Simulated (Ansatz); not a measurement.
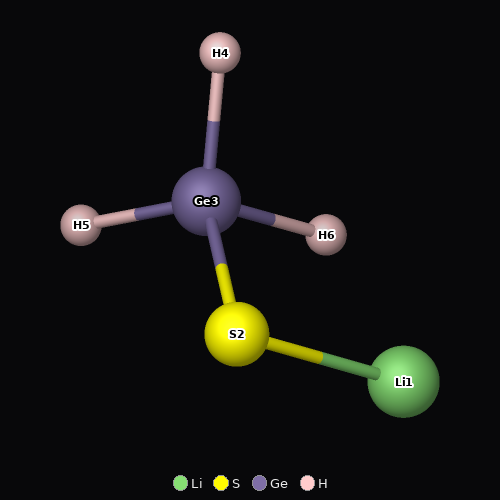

The system is GeH₃LiS (SMILES [Li][S][GeH3]) with the probe Cl-; the picture shows it without the atoms that are moved over the map. 
- The probe is moved over a plane parallel to the molecule's main plane, 4.35 Å above it.
- Coordinates scanned: (1) x of the probe's Cl atom; (2) y of the probe's Cl atom.
- Nothing is relaxed (molecule and probe rigid).
- The scan uses a 19 × 17 grid.
- All energies are given in eV relative to the lowest grid point.
- Method: RHF/def2-SVPD (Ansatz 0.2.0).

Range: x of the probe's Cl atom from −3.51 to 3.51 Å; y of the probe's Cl atom from −3.12 to 3.12 Å.

> Predict the map.

The lowest grid point is at x of the probe's Cl atom = 2.73 Å, y of the probe's Cl atom = 1.95 Å. It is the only kind of minimum in the scanned range. The highest grid point, x of the probe's Cl atom = −1.17 Å, y of the probe's Cl atom = −3.12 Å, lies 0.76 eV above the lowest. Near the minimum the curvatures are about 0.053 and 0.066 eV/Å² along the soft and the stiff direction.

```tsv
y of the probe's Cl atom ↓, x of the probe's Cl atom →	−3.51	−2.73	−1.95	−1.17	−0.39	0.39	1.17	1.95	2.73	3.51
2.73	0.42	0.39	0.34	0.29	0.22	0.15	0.08	0.03	0.02	0.03
1.95	0.44	0.42	0.38	0.32	0.24	0.16	0.07	0.02	0.00	0.01
1.17	0.48	0.46	0.44	0.38	0.30	0.21	0.12	0.05	0.02	0.03
0.39	0.52	0.52	0.51	0.47	0.40	0.31	0.21	0.13	0.09	0.08
−0.39	0.57	0.58	0.59	0.57	0.53	0.45	0.35	0.26	0.19	0.17
−1.17	0.62	0.64	0.66	0.67	0.64	0.58	0.48	0.38	0.31	0.26
−1.95	0.66	0.69	0.72	0.73	0.72	0.66	0.58	0.49	0.41	0.35
−2.73	0.68	0.71	0.74	0.76	0.75	0.71	0.64	0.56	0.48	0.43
```

The table holds every second grid line.

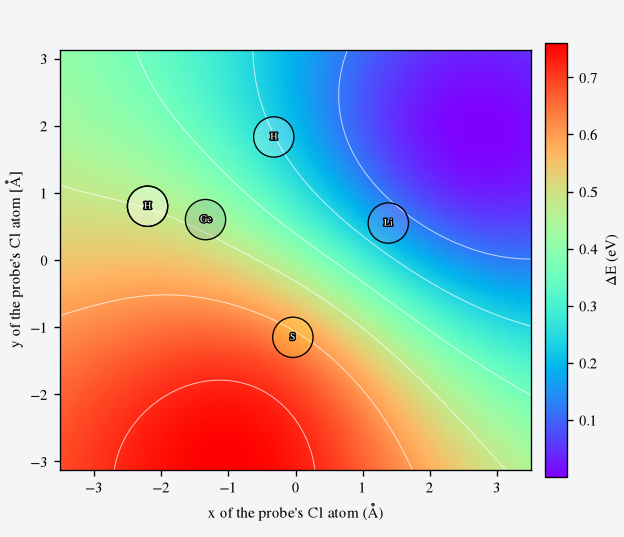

In the figure: a smooth colour map with a few white contour lines, labelled circles for the molecule's atoms, projected on the plane. Between grid points the surface is interpolated.

The whole map (323 points run) took 16 min on 1 thread of Intel(R) Xeon(R) 6975P-C (Granite Rapids) (shared host).
